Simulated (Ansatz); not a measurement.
**AlH4+ (triplet): from Hartree-Fock to the top rungs, aug-cc-pVDZ**

Aim: climb from Hartree-Fock through coupled cluster and multireference methods for AlH4+ (triplet) at one geometry and basis, and see what each rung misses.

Program: Ansatz 0.2.0, Gaussian basis. Level of theory: aug-cc-pVDZ, core rule «outside noble gas», up to 5 orbitals frozen. These are calculated values, not measurements.

The runs, in order: UHF; CCSD(T) on ROHF; CCSD(T) on UHF; BCCD(T) on ROHF; CISD; CCSDT(Q) on ROHF; CCSDT(Q) on UHF; CASSCF and MRCISD+Q, 6 electrons in 8 orbitals; CASSCF and NEVPT2, 6 electrons in 8 orbitals; Full CI.

9 further runs of the same task are left out: 2 for a known fault of the program, 1 that didn't finish, 6 set aside as unsound or not needed.

### Step 1. What is computed

The geometry is a PBE0/def2-TZVP stationary point (not a proven minimum).

5 atoms, charge 1, spin multiplicity 3.

Atoms are counted from 1 here; the program's logs count them from 0.

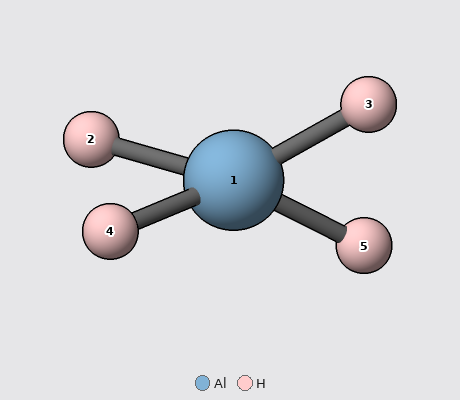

The geometry (aluminium light blue, hydrogen pink); atoms are numbered from 1 in the order of the file.

### Step 2. UHF

in.yaml reads:

```yaml
crystal:
  periodic: [false, false, false]
  atoms:
    - {symbol: Al, position_ang: [0.000000, 0.000000, 0.000000]}
    - {symbol: H, position_ang: [0.621180, 1.410429, 0.625916]}
    - {symbol: H, position_ang: [-0.624953, -1.407416, 0.628935]}
    - {symbol: H, position_ang: [-0.629895, 1.403521, -0.632699]}
    - {symbol: H, position_ang: [0.633669, -1.406534, -0.622152]}
basis:
  gaussian: {orbitals: aug-cc-pVDZ}
total_charge: 1
magnetization: {spin_polarized: true, initial_magnetization: 2}
hamiltonian: {xc: hf}
output: {orbitals: {seedname: orbitals}}
```

Launch:

```bash
$ ansatz run in.yaml --threads 1 --pin off --events-out ev --progress --plain --max-ram 4160MiB --backend cpu
```

After this run come: CCSD(T) on ROHF; CCSD(T) on UHF; BCCD(T) on ROHF; CISD; CCSDT(Q) on ROHF; CCSDT(Q) on UHF; CASSCF and MRCISD+Q, 6 electrons in 8 orbitals; CASSCF and NEVPT2, 6 electrons in 8 orbitals; Full CI.

Q: Predict the results of all the runs planned. Wanted: FCI from the RHF energy; RMP2 from FCI; UMP2 from FCI; RCCSD from FCI; RCCSD(T) from FCI; UCCSD(T) from FCI; RCCSDT(Q) from FCI; UCCSDT(Q) from FCI; NEVPT2 valence from FCI.

**Answer**, as computed:

```
                         quantity                                                                                value
          FCI from the ROHF energy                                                                           -3.0240 eV
                    RMP2 from FCI                                                                         +74.7 kJ/mol
                    UMP2 from FCI                                                                         +78.4 kJ/mol
                   RCCSD from FCI                                                                          +7.5 kJ/mol
                RCCSD(T) from FCI                                                                          +2.2 kJ/mol
                UCCSD(T) from FCI                                                                          +2.1 kJ/mol
               RCCSDT(Q) from FCI                                                                           0.0 kJ/mol
               UCCSDT(Q) from FCI                                                                           0.0 kJ/mol
          NEVPT2 valence from FCI                                                                         +44.1 kJ/mol
        MRCISD+Q valence from FCI                                                                          +1.0 kJ/mol
levels within 1 kcal/mol (43 meV)  RCCSD(T), UCCSD(T), BCCD(T), RCCSDT, UCCSDT, RCCSDT(Q), UCCSDT(Q), MRCISD+Q valence
                    T1 diagnostic                                                                                0.028
   effectively unpaired electrons                                                                                 2.04
```

RCCSD(T) lands +2.2 kJ/mol from the yardstick (0.7 % of the correlation energy). One determinant dominates. Of the multireference levels listed MRCISD+Q valence comes nearest in total energy (+1.0 kJ/mol), which doesn't show that its space is the better one. These misses are within one basis, not against nature; the frozen cores of restricted and unrestricted runs differ, which can shift their rows.

Levels on UHF freeze UHF's core orbitals, full CI those of ROHF, so the U rows can settle a little off it for that reason alone.

With open shells the CI space here admits some triples and quadruples, so it is larger than plain CISD.
